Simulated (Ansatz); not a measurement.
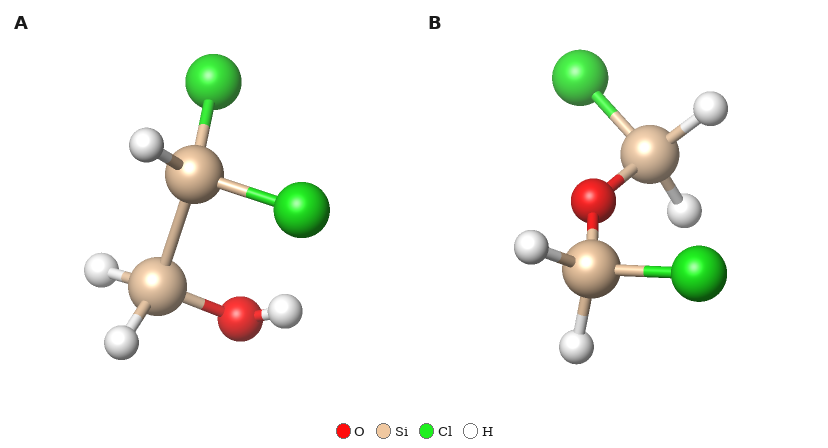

2 stationary structures of one formula. Geometries: PBE-D4/def2-SVP. Electronic energies: PBE-D4/def2-SVP (Ansatz 0.2.0), without zero-point energy. No frequency run is at hand to confirm each as a minimum. Each is one conformer, not always the lowest.

Are they conformers, stereoisomers or constitutional isomers?

They are constitutional isomers of Cl2H4OSi2: A `O[SiH2][SiH](Cl)Cl`, B `Cl[SiH2]O[SiH2]Cl`.

Rank them by energy, lowest first.

B is lowest; A lies 100.5 kJ/mol above it.
